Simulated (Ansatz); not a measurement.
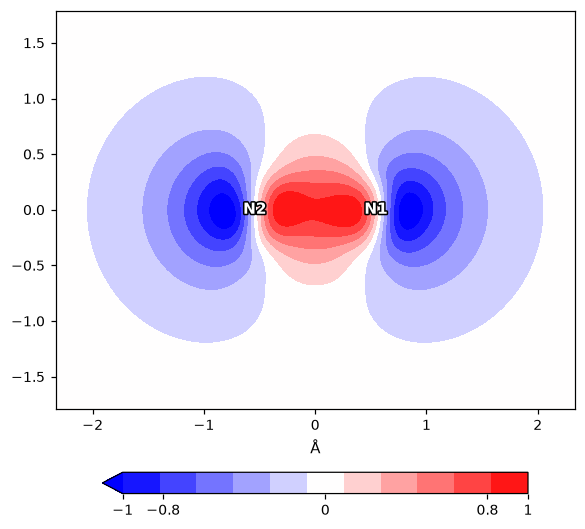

N$_{2}$ (SMILES N#N). One frontier orbital on a plane that holds the molecular axis (values in Å⁻³ᐟ²; the overall sign is arbitrary).

Geometry: PBE0-D4/def2-TZVP.

Computed with RKS PBE0-D4/def2-TZVPP in Ansatz.

### Which orbital is it: HOMO or LUMO?

The HOMO, at −12.18 eV. It lies mainly on N1 (about 50 %) and N2 (about 50 %); it is of σ type; it is gerade (even under inversion).
